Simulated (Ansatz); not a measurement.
# GeNH₄ radical: an energy map over bond length N1–Ge2 and bond length Ge2–H5

How does the energy of GeH₄N, SMILES [NH][GeH3], spin multiplicity 2 change over two coordinates at once? A grid of runs gives the map.

Program: Ansatz 0.2.0. Level of theory: UKS B3LYP-D4/def2-TZVP. These are calculated values, not measurements.

**1. The starting structure**

SMILES `[NH][GeH3]`, 6 atoms, charge 0, spin multiplicity 2.

Atoms are counted from 1 here; the program's logs count them from 0.

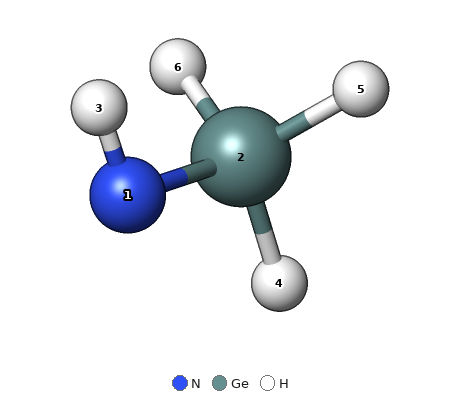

Start geometry, drawn with nitrogen blue, germanium teal, hydrogen white; atoms are numbered from 1 in the order of the file.

As a file:

| atom | x (Å) | y (Å) | z (Å) |
| --- | --- | --- | --- |
| N1 | 0.4549 | -1.3358 | 0.4635 |
| Ge2 | -0.2534 | 0.2503 | -0.2639 |
| H3 | 1.1697 | -1.0338 | 1.1631 |
| H4 | -1.3828 | -0.1443 | -1.2430 |
| H5 | 0.8664 | 1.0234 | -1.0240 |
| H6 | -0.8128 | 1.1761 | 0.8582 |

This geometry comes from a loose relaxation at PBE in a small basis, which is not shown.

**2. Geometry optimisation**

input.yaml

```yaml
crystal:
  periodic: [false, false, false]
  atoms:
    - { symbol: "N", position_ang: [0.454868, -1.335767, 0.463454] }
    - { symbol: Ge, position_ang: [-0.25343, 0.250301, -0.263941] }
    - { symbol: H, position_ang: [1.169744, -1.033771, 1.163103] }
    - { symbol: H, position_ang: [-1.382837, -0.144312, -1.242977] }
    - { symbol: H, position_ang: [0.866425, 1.023428, -1.024042] }
    - { symbol: H, position_ang: [-0.81277, 1.17612, 0.858203] }
magnetization:
  spin_polarized: true
  initial_magnetization: 1
basis:
  gaussian: { orbitals: def2-TZVP }
hamiltonian:
  xc: { name: B3LYP }
  dispersion: d4
output:
  forces: true
relax:
  f_tol: 0.003
  max_steps: 120
```

Command:

```
$ ansatz run input.yaml --threads 1 --pin off --max-ram 2560MiB --backend cpu --events-out ev --progress --plain --runs-dir out
```

The program printed:

```text
Warning: RAYON_NUM_THREADS=1 ignored (pool sized by the plan → 1); use --threads N
The last accepted step is kept in <dir> (removed where the run ends without a failure and the disk answers)
Engine: ansatz 0.2.0, aarch64-unknown-linux-gnu
Functional definition: B3LYP
  parameter a0 = 0.2
  parameter ax = 0.72
  parameter ac = 0.81
  exchange = (1 - a0 - ax)*slater_x + ax*b88_x + a0*exact_x
  correlation = (1 - ac)*vwn_rpa_c + ac*lyp_c
720 factors; their error is unknown
mean field evaluation 1: about -58066.7401 eV, gradient 4.0e1 eV
mean field evaluation 2: about -58043.9581 eV, gradient 7.4e1 eV
mean field evaluation 4: about -58073.1163 eV, gradient 3.1e0 eV
mean field evaluation 8: about -58073.3678 eV, gradient 1.5e-1 eV
mean field evaluation 16: about -58073.3679 eV, gradient 5.9e-5 eV
mean field -58073.36793917 eV, -2134.1569082218 hartree, gradient 5.9e-5 eV, S^2 0.754069; 2 other end points of the search recorded, 0 dependent functions left out
the calculation of the forces begins
reference -58073.36815405 eV, -2134.1569161188 hartree; 22, 21 occupied and 81, 82 virtual orbitals, 720 factors
relax step   1: F+E_penalty+E_count = -58073.48539209 eV  Δ(F+E_penalty+E_count) = +0.000e0 eV  max|allowed force component| = 4.391e-1 eV/Å  Δτ_max = 0.0000 Å  (40 SCF iters, accepted)
these checks for a lower state are left out or cut short: starts, cluster_reference, orbital_swaps, neighbouring_geometries, increment
720 factors; their error is unknown
mean field -58073.38015927 eV, -2134.1573573024 hartree, gradient 2.3e-5 eV, S^2 0.753995; 0 other end points of the search recorded, 0 dependent functions left out
the calculation of the forces begins
reference -58073.38037385 eV, -2134.1573651880 hartree; 22, 21 occupied and 81, 82 virtual orbitals, 720 factors
relax step   2: F+E_penalty+E_count = -58073.49782152 eV  Δ(F+E_penalty+E_count) = -1.243e-2 eV  max|allowed force component| = 1.569e-1 eV/Å  Δτ_max = 0.0190 Å  (38 SCF iters, accepted)
these checks for a lower state are left out or cut short: starts, cluster_reference, orbital_swaps, neighbouring_geometries, increment
720 factors; their error is unknown
mean field evaluation 32: about -58073.3813 eV, gradient 1.9e-3 eV
mean field -58073.38129492 eV, -2134.1573990366 hartree, gradient 1.3e-5 eV, S^2 0.753975; 0 other end points of the search recorded, 0 dependent functions left out
the calculation of the forces begins
reference -58073.38150942 eV, -2134.1574069193 hartree; 22, 21 occupied and 81, 82 virtual orbitals, 720 factors
relax step   3: F+E_penalty+E_count = -58073.49898847 eV  Δ(F+E_penalty+E_count) = -1.167e-3 eV  max|allowed force component| = 2.975e-2 eV/Å  Δτ_max = 0.0098 Å  (39 SCF iters, accepted)
these checks for a lower state are left out or cut short: starts, cluster_reference, orbital_swaps, neighbouring_geometries, increment
720 factors; their error is unknown
mean field -58073.38136980 eV, -2134.1574017886 hartree, gradient 2.4e-5 eV, S^2 0.753976; 0 other end points of the search recorded, 0 dependent functions left out
the calculation of the forces begins
reference -58073.38158436 eV, -2134.1574096735 hartree; 22, 21 occupied and 81, 82 virtual orbitals, 720 factors
relax step   4: F+E_penalty+E_count = -58073.49906721 eV  Δ(F+E_penalty+E_count) = -7.873e-5 eV  max|allowed force component| = 1.428e-2 eV/Å  Δτ_max = 0.0036 Å  (30 SCF iters, accepted)
these checks for a lower state are left out or cut short: starts, cluster_reference, orbital_swaps, neighbouring_geometries, increment
720 factors; their error is unknown
mean field -58073.38135512 eV, -2134.1574012489 hartree, gradient 1.2e-5 eV, S^2 0.753973; 0 other end points of the search recorded, 0 dependent functions left out
the calculation of the forces begins
reference -58073.38156969 eV, -2134.1574091341 hartree; 22, 21 occupied and 81, 82 virtual orbitals, 720 factors
relax step   5: F+E_penalty+E_count = -58073.49908718 eV  Δ(F+E_penalty+E_count) = -1.998e-5 eV  max|allowed force component| = 1.501e-2 eV/Å  Δτ_max = 0.0094 Å  (39 SCF iters, accepted)
these checks for a lower state are left out or cut short: starts, cluster_reference, orbital_swaps, neighbouring_geometries, increment
720 factors; their error is unknown
mean field -58073.38139197 eV, -2134.1574026033 hartree, gradient 1.9e-5 eV, S^2 0.753976; 0 other end points of the search recorded, 0 dependent functions left out
the calculation of the forces begins
reference -58073.38160659 eV, -2134.1574104904 hartree; 22, 21 occupied and 81, 82 virtual orbitals, 720 factors
relax step   6: F+E_penalty+E_count = -58073.49910542 eV  Δ(F+E_penalty+E_count) = -1.824e-5 eV  max|allowed force component| = 8.712e-3 eV/Å  Δτ_max = 0.0023 Å  (30 SCF iters, accepted)
these checks for a lower state are left out or cut short: starts, cluster_reference, orbital_swaps, neighbouring_geometries, increment
720 factors; their error is unknown
mean field -58073.38140747 eV, -2134.1574031729 hartree, gradient 1.2e-5 eV, S^2 0.753975; 0 other end points of the search recorded, 0 dependent functions left out
the calculation of the forces begins
reference -58073.38162212 eV, -2134.1574110610 hartree; 22, 21 occupied and 81, 82 virtual orbitals, 720 factors
relax step   7: F+E_penalty+E_count = -58073.49911491 eV  Δ(F+E_penalty+E_count) = -9.482e-6 eV  max|allowed force component| = 1.154e-3 eV/Å  Δτ_max = 0.0048 Å  (38 SCF iters, accepted)
these checks for a lower state are left out or cut short: starts, cluster_reference, orbital_swaps, neighbouring_geometries, increment
720 factors; their error is unknown
mean field evaluation 64: about -58073.3814 eV, gradient 4.7e-5 eV
mean field -58073.38141005 eV, -2134.1574032677 hartree, gradient 1.9e-5 eV, S^2 0.753975; 0 other end points of the search recorded, 0 dependent functions left out
the calculation of the forces begins
reference -58073.38162474 eV, -2134.1574111572 hartree; 22, 21 occupied and 81, 82 virtual orbitals, 720 factors
relax step   8: F+E_penalty+E_count = -58073.49911811 eV  Δ(F+E_penalty+E_count) = -3.204e-6 eV  max|allowed force component| = 3.150e-3 eV/Å  Δτ_max = 0.0071 Å  (37 SCF iters, accepted)
these checks for a lower state are left out or cut short: starts, cluster_reference, orbital_swaps, neighbouring_geometries, increment
720 factors; their error is unknown
mean field -58073.38141184 eV, -2134.1574033332 hartree, gradient 6.6e-5 eV, S^2 0.753975; 0 other end points of the search recorded, 0 dependent functions left out
the calculation of the forces begins
reference -58073.38162652 eV, -2134.1574112227 hartree; 22, 21 occupied and 81, 82 virtual orbitals, 720 factors
relax step   9: F+E_penalty+E_count = -58073.49911829 eV  Δ(F+E_penalty+E_count) = -1.829e-7 eV  max|allowed force component| = 1.620e-3 eV/Å  Δτ_max = 0.0003 Å  (25 SCF iters, accepted)
720 factors; their error is unknown
mean field -58073.38141184 eV, -2134.1574033332 hartree, gradient 6.6e-5 eV, S^2 0.753975; 3 other end points of the search recorded, 0 dependent functions left out
the calculation of the forces begins
reference -58073.38162652 eV, -2134.1574112227 hartree; 22, 21 occupied and 81, 82 virtual orbitals, 720 factors
Total energy: -58073.49933297 eV, -2134.1617368552 hartree
Atom 0 at     0.438456    -1.312311     0.486884 Å, force     0.001524     0.001407     0.001291 eV/Å
Atom 1 at    -0.256419     0.263517    -0.267521 Å, force    -0.000494    -0.001049    -0.000110 eV/Å
Atom 2 at     1.186790    -1.052056     1.140709 Å, force    -0.001620    -0.000549    -0.001405 eV/Å
Atom 3 at    -1.370144    -0.145979    -1.239066 Å, force     0.000073     0.000030    -0.000266 eV/Å
Atom 4 at     0.863410     1.015939    -1.016539 Å, force    -0.000126     0.000074     0.000429 eV/Å
Atom 5 at    -0.820093     1.166888     0.849333 Å, force     0.000643     0.000087     0.000062 eV/Å
Dipole moment:     0.099246     0.306066     0.064688 e Å
```

Wall time 34 s (1 thread of Arm Neoverse V2, shared host); peak memory 0.2 GiB.

Step by step:

| step | energy from step 1 (eV) | largest force component (eV/Å) |
| --- | --- | --- |
| 1 | 0.0000 | 0.4391 |
| 2 | -0.0124 | 0.1569 |
| 3 | -0.0136 | 0.0297 |
| 4 | -0.0137 | 0.0143 |
| 5 | -0.0137 | 0.0150 |
| 6 | -0.0137 | 0.0087 |
| 7 | -0.0137 | 0.0012 |
| 8 | -0.0137 | 0.0032 |
| 9 | -0.0137 | 0.0016 |

Distances of close pairs at the start and the end, largest changes first:

| bond | before (Å) | after (Å) | change (Å) |
| --- | --- | --- | --- |
| N1–H3 | 1.045 | 1.027 | -0.018 |
| Ge2–H5 | 1.559 | 1.543 | -0.016 |
| Ge2–H6 | 1.559 | 1.543 | -0.015 |
| Ge2–H4 | 1.546 | 1.534 | -0.012 |
| N1–Ge2 | 1.883 | 1.880 | -0.003 |

**3. Setting up the map**

The axes are (1) bond length N1–Ge2: 13 values from 1.617 to 2.632 Å; (2) bond length Ge2–H5: 13 values from 1.296 to 2.006 Å.

Nothing else is relaxed (all other coordinates rigid). Energies count from the relaxed molecule at the same level. Points are written as (first, second).

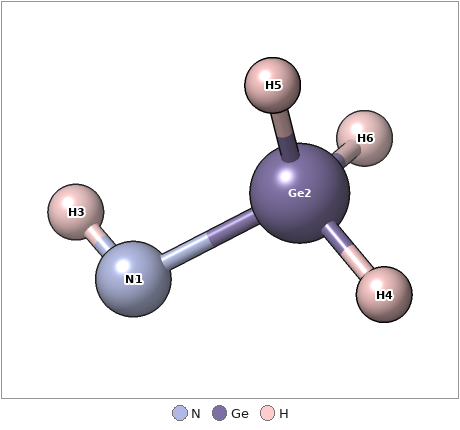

The geometry at (2.040 Å, 1.533 Å).

Below, 3 of the grid's runs; all are launched alike.

**4. Point (1.871 Å, 1.533 Å)**

input.yaml

```yaml
crystal:
  periodic: [false, false, false]
  atoms:
    - { symbol: "N", position_ang: [0.438456, -1.312311, 0.486884] }
    - { symbol: Ge, position_ang: [-0.253013, 0.255793, -0.263824] }
    - { symbol: H, position_ang: [1.18679, -1.052056, 1.140709] }
    - { symbol: H, position_ang: [-1.366738, -0.153703, -1.235368] }
    - { symbol: H, position_ang: [0.85948, 1.003287, -1.007935] }
    - { symbol: H, position_ang: [-0.816687, 1.159164, 0.853031] }
magnetization:
  spin_polarized: true
  initial_magnetization: 1
basis:
  gaussian: { orbitals: def2-TZVP }
hamiltonian:
  xc: { name: B3LYP }
  dispersion: d4
output:
  forces: true
```

Command:

```
$ ansatz run input.yaml --threads 1 --pin off --max-ram 2560MiB --backend cpu --events-out ev --progress --plain --runs-dir out
```

The program printed:

```text
Warning: RAYON_NUM_THREADS=1 ignored (pool sized by the plan → 1); use --threads N
[... 7 set-up lines as earlier in the session ...]
720 factors; their error is unknown
mean field evaluation 1: about -58066.7346 eV, gradient 4.0e1 eV
mean field evaluation 2: about -58045.0058 eV, gradient 7.3e1 eV
mean field evaluation 4: about -58073.1308 eV, gradient 2.9e0 eV
mean field evaluation 8: about -58073.3794 eV, gradient 1.6e-1 eV
mean field evaluation 16: about -58073.3795 eV, gradient 1.0e-4 eV
mean field -58073.37952824 eV, -2134.1573341123 hartree, gradient 2.4e-5 eV, S^2 0.753959; 2 other end points of the search recorded, 0 dependent functions left out
the calculation of the forces begins
reference -58073.37974317 eV, -2134.1573420110 hartree; 22, 21 occupied and 81, 82 virtual orbitals, 720 factors
Total energy: -58073.49765716 eV, -2134.1616752699 hartree
Atom 0 at     0.438456    -1.312311     0.486884 Å, force     0.075230    -0.127050     0.079513 eV/Å
Atom 1 at    -0.253013     0.255793    -0.263824 Å, force    -0.185927     0.048033     0.003546 eV/Å
Atom 2 at     1.186790    -1.052056     1.140709 Å, force    -0.002921    -0.016755    -0.000338 eV/Å
Atom 3 at    -1.366738    -0.153703    -1.235368 Å, force    -0.005732     0.005212    -0.001103 eV/Å
Atom 4 at     0.859480     1.003287    -1.007935 Å, force     0.122941     0.086911    -0.083095 eV/Å
Atom 5 at    -0.816687     1.159164     0.853031 Å, force    -0.003591     0.003650     0.001476 eV/Å
Dipole moment:     0.103285     0.305331     0.064955 e Å
```

Run time: 4 s. Hardware: 1 thread of Arm Neoverse V2, shared host; peak memory 0.2 GiB.

On the map this point reads 0.0017 eV.

**5. The run at (2.040 Å, 1.533 Å)**

input.yaml

```yaml
crystal:
  periodic: [false, false, false]
  atoms:
    - { symbol: "N", position_ang: [0.438456, -1.312311, 0.486884] }
    - { symbol: Ge, position_ang: [-0.315471, 0.397434, -0.331632] }
    - { symbol: H, position_ang: [1.18679, -1.052056, 1.140709] }
    - { symbol: H, position_ang: [-1.429196, -0.012062, -1.303177] }
    - { symbol: H, position_ang: [0.797022, 1.144928, -1.075744] }
    - { symbol: H, position_ang: [-0.879144, 1.300805, 0.785223] }
magnetization:
  spin_polarized: true
  initial_magnetization: 1
basis:
  gaussian: { orbitals: def2-TZVP }
hamiltonian:
  xc: { name: B3LYP }
  dispersion: d4
output:
  forces: true
```

Command:

```
$ ansatz run input.yaml --threads 1 --pin off --max-ram 2560MiB --backend cpu --events-out ev --progress --plain --runs-dir out
```

The program printed:

```text
Warning: RAYON_NUM_THREADS=1 ignored (pool sized by the plan → 1); use --threads N
[... 7 set-up lines as earlier in the session ...]
720 factors; their error is unknown
mean field evaluation 1: about -58067.9014 eV, gradient 3.6e1 eV
mean field evaluation 2: about -58052.0093 eV, gradient 6.4e1 eV
mean field evaluation 4: about -58072.9612 eV, gradient 2.3e0 eV
mean field evaluation 8: about -58072.9848 eV, gradient 4.9e-2 eV
mean field evaluation 16: about -58073.1987 eV, gradient 1.5e-4 eV
mean field -58073.19872513 eV, -2134.1506897205 hartree, gradient 3.4e-5 eV, S^2 0.754568; 2 other end points of the search recorded, 0 dependent functions left out
the calculation of the forces begins
reference -58073.19894480 eV, -2134.1506977933 hartree; 22, 21 occupied and 81, 82 virtual orbitals, 720 factors
Total energy: -58073.31365549 eV, -2134.1549133335 hartree
Atom 0 at     0.438456    -1.312311     0.486884 Å, force    -0.881197     1.377795    -0.905994 eV/Å
Atom 1 at    -0.315471     0.397434    -0.331632 Å, force     0.676969    -1.448585     0.905775 eV/Å
Atom 2 at     1.186790    -1.052056     1.140709 Å, force     0.022773     0.243953     0.001640 eV/Å
Atom 3 at    -1.429196    -0.012062    -1.303177 Å, force     0.038333    -0.100281     0.047038 eV/Å
Atom 4 at     0.797022     1.144928    -1.075744 Å, force     0.121883     0.006084    -0.051488 eV/Å
Atom 5 at    -0.879144     1.300805     0.785223 Å, force     0.021239    -0.078966     0.003028 eV/Å
Dipole moment:     0.071785     0.350457     0.032891 e Å
```

Wall time 3.8 s (1 thread of Arm Neoverse V2, shared host); peak memory 0.2 GiB.

That is 0.19 eV from the zero.

**6. Point (2.548 Å, 1.474 Å)**

input.yaml

```yaml
crystal:
  periodic: [false, false, false]
  atoms:
    - { symbol: "N", position_ang: [0.438456, -1.312311, 0.486884] }
    - { symbol: Ge, position_ang: [-0.503213, 0.823194, -0.535459] }
    - { symbol: H, position_ang: [1.18679, -1.052056, 1.140709] }
    - { symbol: H, position_ang: [-1.616938, 0.413698, -1.507003] }
    - { symbol: H, position_ang: [0.566464, 1.541919, -1.250932] }
    - { symbol: H, position_ang: [-1.066887, 1.726565, 0.581396] }
magnetization:
  spin_polarized: true
  initial_magnetization: 1
basis:
  gaussian: { orbitals: def2-TZVP }
hamiltonian:
  xc: { name: B3LYP }
  dispersion: d4
output:
  forces: true
```

Command:

```
$ ansatz run input.yaml --threads 1 --pin off --max-ram 2560MiB --backend cpu --events-out ev --progress --plain --runs-dir out
```

The program printed:

```text
Warning: RAYON_NUM_THREADS=1 ignored (pool sized by the plan → 1); use --threads N
[... 7 set-up lines as earlier in the session ...]
720 factors; their error is unknown
mean field evaluation 1: about -58066.1089 eV, gradient 3.5e1 eV
mean field evaluation 2: about -58040.4359 eV, gradient 7.0e1 eV
mean field evaluation 4: about -58071.2890 eV, gradient 5.8e0 eV
mean field evaluation 8: about -58071.5106 eV, gradient 1.8e-1 eV
mean field evaluation 16: about -58071.7273 eV, gradient 3.2e-3 eV
mean field -58071.72725040 eV, -2134.0966140216 hartree, gradient 2.8e-5 eV, S^2 0.792259; 2 other end points of the search recorded, 0 dependent functions left out
the calculation of the forces begins
reference -58071.72747577 eV, -2134.0966223037 hartree; 22, 21 occupied and 81, 82 virtual orbitals, 720 factors
Total energy: -58071.83824795 eV, -2134.1006931065 hartree
Atom 0 at     0.438456    -1.312311     0.486884 Å, force    -1.381534     1.640485    -1.382808 eV/Å
Atom 1 at    -0.503213     0.823194    -0.535459 Å, force     0.132268    -2.220814     1.718886 eV/Å
Atom 2 at     1.186790    -1.052056     1.140709 Å, force     0.145329     0.596665     0.086434 eV/Å
Atom 3 at    -1.616938     0.413698    -1.507003 Å, force     0.045631    -0.260467     0.091827 eV/Å
Atom 4 at     0.566464     1.541919    -1.250932 Å, force     1.014839     0.442085    -0.564639 eV/Å
Atom 5 at    -1.066887     1.726565     0.581396 Å, force     0.043466    -0.197954     0.050301 eV/Å
Dipole moment:     0.025613     0.461519    -0.036270 e Å
```

Wall time 4.3 s (1 thread of Arm Neoverse V2, shared host); peak memory 0.2 GiB.

Energy on the map's scale: 1.66 eV.

(Part 1 of 2 ends here.)
